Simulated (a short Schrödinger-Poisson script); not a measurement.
Stack: MOS inversion layer, SiO2 on p-type Ge(100), at 300 K.

```tsv
layer	material	thickness (nm)	Na (cm⁻³)
1	SiO2	3.2	-
2	Ge	1800	1e17
```

The device is made up for the run: typed textbook-type constants, with dimensions and the other settings drawn at random. SiO2: permittivity 3.9, conduction-band edge (eV) 3.1, gap (eV) 9, electron mass (mₑ) 0.5. Ge: permittivity 16, conduction-band edge (eV) 0, gap (eV) 0.664, Nv at 300 K (cm⁻³) 6e18.

Channel valleys (confinement mass, in-plane density-of-states mass, number): L4 0.12, 0.295, 4. At the gate the conduction-band edge of layer 1 lies 3.43 eV − eVg above the Fermi level of the channel; the field vanishes at the back. Gaps are held at their typed values at every temperature. Mesh 0.03 nm at interfaces.

From a short Schrödinger-Poisson script (our own, NumPy): 1D Poisson equation in equilibrium, electrons quantum, Hartree (BenDaniel-Duke, 12 states a valley, the channel's in-plane mass for all, wave functions free to enter the dielectric), parabolic valleys, classical holes, full ionisation, no traps, pinning or gate leakage.

Only gate voltages with over 1e8 electrons/cm² are shown.

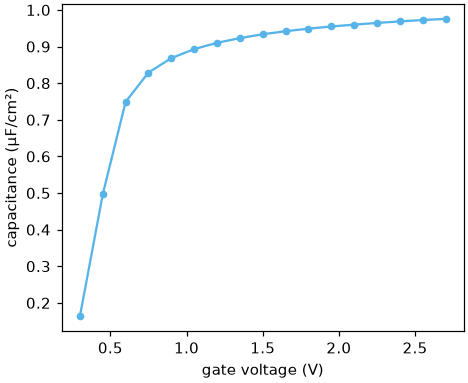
Figure: Quasi-static capacitance against gate voltage

```tsv
Vg (V)	electrons (cm⁻²)	C (μF/cm²)	L4 E0 (meV)	L4 E1 (meV)
0.3	3.67e9	0.164	215.4	264.7
0.45	1.66e11	0.497	115.7	171.2
0.6	7.44e11	0.749	75.6	137.3
0.75	1.48e12	0.829	56.6	124.0
0.9	2.27e12	0.868	44.4	116.9
1.05	3.09e12	0.893	35.3	112.4
1.2	3.94e12	0.910	28.0	109.4
1.35	4.80e12	0.923	21.8	107.2
1.5	5.66e12	0.934	16.4	105.6
1.65	6.54e12	0.942	11.7	104.3
1.8	7.43e12	0.949	7.3	103.4
1.95	8.32e12	0.955	3.3	102.6
2.1	9.22e12	0.960	-0.4	102.0
2.25	1.01e13	0.964	-3.9	101.5
2.4	1.10e13	0.969	-7.2	101.1
2.55	1.19e13	0.972	-10.3	100.7
2.7	1.28e13	0.976	-13.3	100.5
```

Subbands count from the Fermi level.

Only the L valleys are kept; under strong confinement the Δ valleys of Ge fill too.
